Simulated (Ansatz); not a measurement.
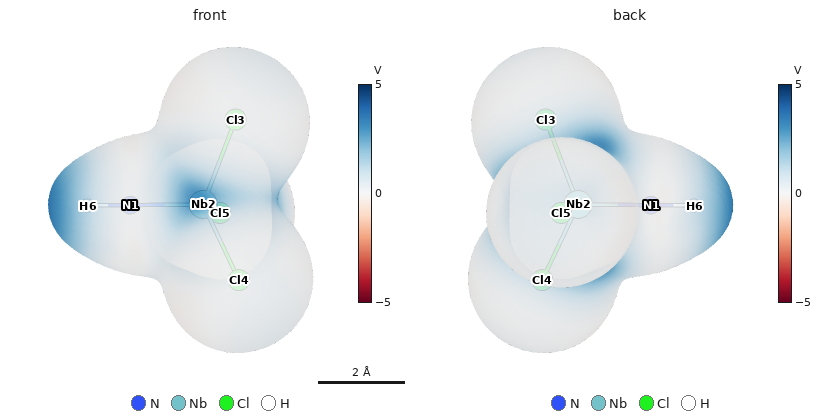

The picture shows: Cl₃HNNb (SMILES [NH]=[Nb]([Cl])([Cl])[Cl]). The electrostatic potential painted on the density surface at 0.004 e/bohr³, seen from the front and from behind; red is negative and blue positive.

Geometry: PBE0-D4/def2-TZVP; core potentials replace the inner electrons of Nb.

Theory: Ansatz 0.2.0, RKS PBE0-D4/def2-TZVPP.

```xyz
6

N    -0.5499    0.5705    1.0320
Nb    0.1798   -0.1911   -0.3303
Cl    1.8008   -1.5835    0.4700
Cl   -1.4654   -1.3421   -1.4145
Cl    1.0544    1.4650   -1.6340
H    -0.9776    1.0171    1.8308
```

Question: Which sites attract a positive test charge, and which a negative one?

Answer: A positive charge is drawn to the negative regions and a negative charge to the positive ones. The most negative region (about −0.1 V) lies over Cl3, Cl4 and Cl5, the most positive (about +4.4 V) over Nb2.
